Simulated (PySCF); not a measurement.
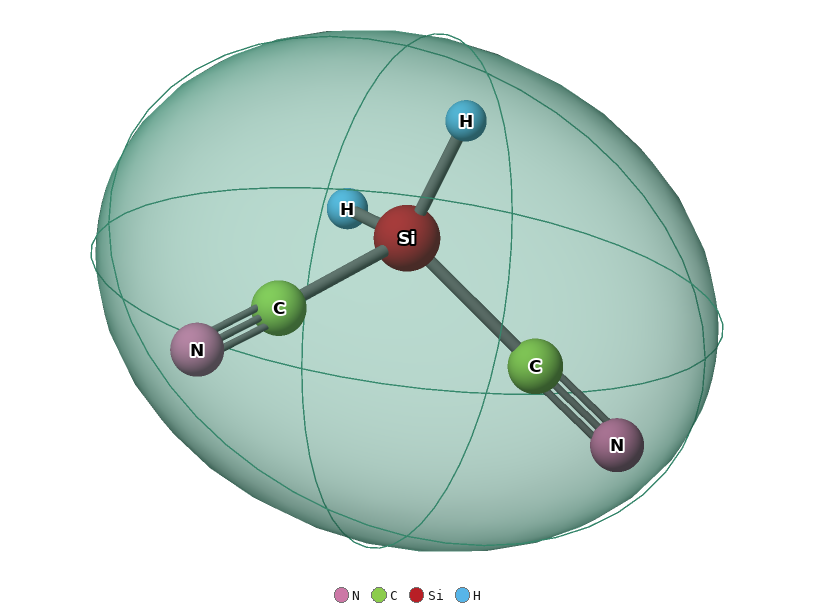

The ellipsoid shows the static dipole polarisability: its half-axes are proportional to the principal values. The geometry was computed by an optimisation with PBE0-D3(BJ)/def2-SVP. No frequency run is at hand to confirm it as a minimum. Level of theory: HF/def2-SVPD (PySCF 2.14.0).

Question: Give the principal values, the mean and the anisotropy.

Answer: Principal values 40.7, 50.6, 64.2 bohr³; mean 51.9 bohr³ (7.68 Å³); anisotropy 20.4 bohr³, so the longest axis is 1.58 times the shortest.
